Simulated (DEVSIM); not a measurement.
Device: isotype n-n heterojunction GaP/Si, at 250 K.

```
layer (left to right)  material  thickness (μm)  Nd (cm⁻³)  τn (s)  τp (s)
---------------------  --------  --------------  ---------  ------  ------
1                           GaP           0.120     1.1e16  2.2e-7  2.2e-7
2                            Si            1.50     2.7e16  2.2e-7  2.2e-7
```

Left contact: ohmic. Right contact: ohmic. Voltage is applied to the left contact. Recombination: SRH at mid-gap, Auger. Mobility is constant in doping.

This is a model device: material constants are rounded textbook-type values typed into the input, and sizes, dopings and lifetimes were drawn at random. Values at 300 K; Nc and Nv go as T^1.5, mobilities as T to minus their exponent, the gap by Varshni's rule with the affinity fixed.

| parameter | GaP | Si |
|---|---|---|
| gap (eV) | 2.26 | 1.124 |
| affinity (eV) | 3.8 | 4.05 |
| permittivity | 11.1 | 11.7 |
| Nc (cm⁻³) | 1.8e19 | 2.86e19 |
| Nv (cm⁻³) | 1.9e19 | 3.1e19 |
| μn (cm²/Vs) | 250 | 1417 |
| μp (cm²/Vs) | 150 | 470 |
| T exponent of μn | 1.6 | 2.3 |
| T exponent of μp | 1.98 | 2.2 |
| Cn (cm⁶/s) | 1e-30 | 2.8e-31 |
| Cp (cm⁶/s) | 1e-30 | 9.9e-32 |
| Varshni α (eV/K) | 0.00058 | 0.000473 |
| Varshni β (K) | 372 | 636 |

Model (solved in DEVSIM): 1D drift-diffusion, Boltzmann statistics, complete ionisation; no tunnelling, impact ionisation, image-force lowering or self-heating. Band offsets follow the typed affinities; no thermionic-emission limit at abrupt steps, no polarisation charge.

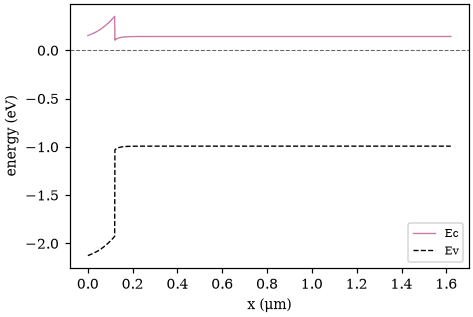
Figure. Band edges at zero bias

Energies count from the Fermi level of the right contact; mesh points crowd at the junctions.

```
x (μm)    Ec (eV)  Ev (eV)  n (cm⁻³)  p (cm⁻³)  field (V/cm)
--------  -------  -------  --------  --------  ------------
0.000       0.154   -2.126    1.1e16     < 1e2          9100
0.004667    0.158   -2.122    9.0e15     < 1e2          9200
0.01349     0.166   -2.113    6.1e15     < 1e2          9700
0.02888     0.182   -2.097    2.9e15     < 1e2         11000
0.07115     0.244   -2.035    1.7e14     < 1e2         18000
0.09664     0.296   -1.983    1.5e13     < 1e2         23000
0.1095      0.327   -1.953    3.5e12     < 1e2         25000
0.1186      0.350   -1.929    1.2e12     < 1e2         27000
0.1221      0.109   -1.027    1.4e17     < 1e2         21000
0.1290      0.120   -1.016    8.2e16     < 1e2         13000
0.1428      0.132   -1.004    4.7e16     < 1e2          5800
0.1826      0.142   -0.994    2.9e16     < 1e2           850
0.2496      0.144   -0.992    2.7e16     < 1e2            44
0.3830      0.144   -0.992    2.7e16     < 1e2           ≈ 0
0.7688      0.144   -0.992    2.7e16     < 1e2           ≈ 0
1.179       0.144   -0.992    2.7e16     < 1e2           ≈ 0
1.401       0.144   -0.992    2.7e16     < 1e2           ≈ 0
1.513       0.144   -0.992    2.7e16     < 1e2           ≈ 0
1.579       0.144   -0.992    2.7e16     < 1e2           ≈ 0
1.602       0.144   -0.992    2.7e16     < 1e2           ≈ 0
1.613       0.144   -0.992    2.7e16     < 1e2           ≈ 0
1.620       0.144   -0.992    2.7e16     < 1e2           ≈ 0
```
